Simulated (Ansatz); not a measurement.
# Profile along the Sn–O line in SnO (litharge type, space group P4/nmm)

SnO (litharge type, space group P4/nmm)

```
SnO
1.0
    3.76899     0.00000     0.00000
    0.00000     3.76899     0.00000
    0.00000     0.00000     4.56019
Sn O
2 2
Direct
  0.50000   0.00000   0.25342
  0.00000   0.50000   0.74658
  0.00000   0.00000   0.00000
  0.50000   0.50000   0.00000
```

Fields along a shortest Sn–O line of a (010) plane (2.21 Å), from Sn to O, interpolated on the slice's grid (step about 0.1 Å). Method: PBEsol-D3(BJ) (plane waves to 420 eV, PAW, scalar-relativistic; Ansatz, a first-principles code). k mesh 12×12×10. These are valence fields of a PAW run, semicore shells included where kept as valence: close to a nucleus they are smooth pseudo fields. SnO was relaxed with its symmetry unable to fall. The PAW data are Ansatz's earlier set.

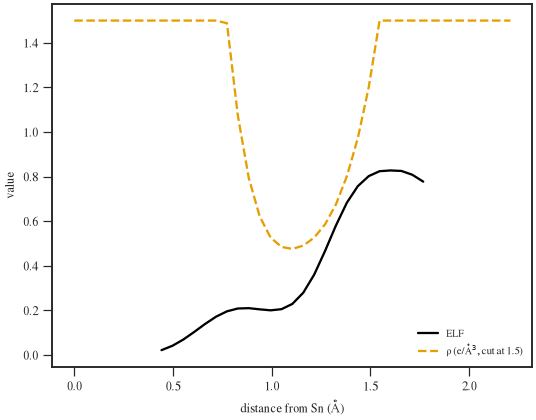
Fig. 1. ELF (away from the nuclei) and valence density from Sn to O.

Density on the Sn–O line (2.21 Å) at its midpoint: 0.48 e/Å³. ELF at that point: 0.2.
